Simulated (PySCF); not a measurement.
Input file:

```
{"job": {"kind": "nmr", "xc": "PBE0", "basis": "pcSseg-1"}, "charge": -1, "multiplicity": 1}
C      3.137516     0.422901    -0.588835
C      1.729292     0.201126    -0.318258
C      0.563791     0.003471    -0.086745
C     -0.795566    -0.222267     0.178925
C     -1.787980     0.783500     0.062020
C     -3.036080     0.356736     0.361773
S     -3.054694    -1.324450     0.808637
C     -1.290415    -1.459685     0.580806
S     -0.472640    -2.893621     0.839389
H      3.530643     1.224250     0.043187
H      3.291440     0.698458    -1.635999
H      3.700510    -0.489429    -0.383480
H     -1.556593     1.794696    -0.238886
H     -3.959901     0.903840     0.355302
```

Run with:

```sh
OMP_NUM_THREADS=1 python probes_run.py task.json out
```

Geometry: GFN2-xTB.

Level of theory: PySCF 2.14.0, PBE0/pcSseg-1, SCF density, gas phase, non-relativistic.

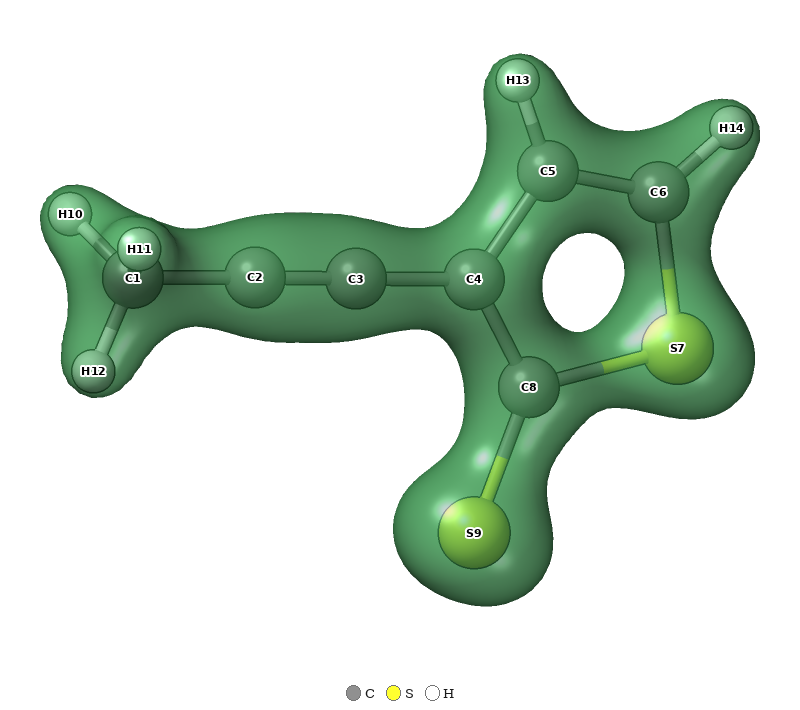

C$_{7}$H$_{5}$S$_{2}$ (SMILES CC#Cc1ccsc1[S-]) (charge −1). Isosurface of the total electron density at 0.8 e/Å³ (green), seen at an oblique angle.

Question: Which contacts does the surface bridge?

Answer: At this value the surface is in one piece. It bridges the sampled C–C (1.20 Å), C–S (1.67 Å), C–H (1.07 Å) and C–C (1.35 Å) contacts, where the density stays above the isovalue. On the grid the lowest density along these lines, outside the cores, is 2.7 e/Å³ (C–C, 1.20 Å), 1.4 e/Å³ (C–S, 1.67 Å), 1.9 e/Å³ (C–H, 1.07 Å) and 2.2 e/Å³ (C–C, 1.35 Å).
